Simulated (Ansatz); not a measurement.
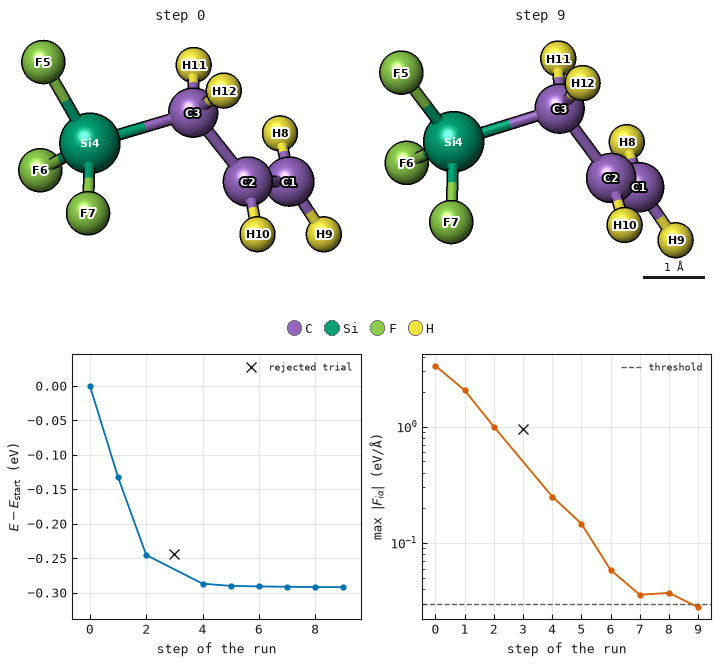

First and last geometry of a relaxation of C3H5F3Si (coarse preliminary run), with the history of the run. Style: ball-and-stick. Shown at a tilt.

The start comes from a force field.

The calculation used Ansatz, RKS PBE-D4/def2-SVP.

Input
```yaml
crystal:
  periodic: [false, false, false]
  atoms:
    - {symbol: C, position_ang: [0.433900, -1.084700, 1.846500]}
    - {symbol: C, position_ang: [0.741700, -0.376900, 0.728500]}
    - {symbol: C, position_ang: [-0.042500, -0.430500, -0.590300]}
    - {symbol: Si, position_ang: [-0.576400, 1.205500, -1.250200]}
    - {symbol: F, position_ang: [-1.318400, 0.934100, -2.698500]}
    - {symbol: F, position_ang: [-1.744600, 1.821300, -0.249300]}
    - {symbol: F, position_ang: [0.597000, 2.224300, -1.400000]}
    - {symbol: H, position_ang: [-0.459100, -1.653900, 1.859600]}
    - {symbol: H, position_ang: [0.980400, -0.949900, 2.785800]}
    - {symbol: H, position_ang: [1.652400, 0.235200, 0.781300]}
    - {symbol: H, position_ang: [-0.868300, -1.121400, -0.469200]}
    - {symbol: H, position_ang: [0.680900, -0.858200, -1.310100]}
basis:
  gaussian: {orbitals: def2-SVP}
hamiltonian: {xc: pbe, dispersion: d4}
relax: {f_tol: 0.03, max_steps: 200}
```

Run as
```bash
ansatz run in.yaml --threads 4 --pin off --events-out ev --progress --plain --max-ram 11315MiB
```

> What do the curves and the structures tell?

It converged. The atom that moves furthest after the best rigid fit is H8 (0.29 Å). Largest moves by element: H 0.29 Å, F 0.28 Å, C 0.19 Å, Si 0.13 Å. Near-neighbour distances that change, for instance: Si4–F7 1.561 → 1.621 Å, C1–H8 1.059 → 1.103 Å, Si4–F6 1.657 → 1.619 Å, C2–C3 1.535 → 1.505 Å. Bond angles that change, for instance: C2–C3–H12 103.8° → 111.5°, Si4–C3–H11 112.7° → 108.0°, C3–Si4–F5 107.4° → 111.9°. Over 8 accepted moves (9 points after the start) the energy falls by 0.292 eV. Largest force component: 3.3 eV/Å at the start, 0.028 eV/Å at the end. The line search rejected the trial step at point 3 of the run. The run took 14 s on 4 threads of Arm Neoverse V2 (shared host).
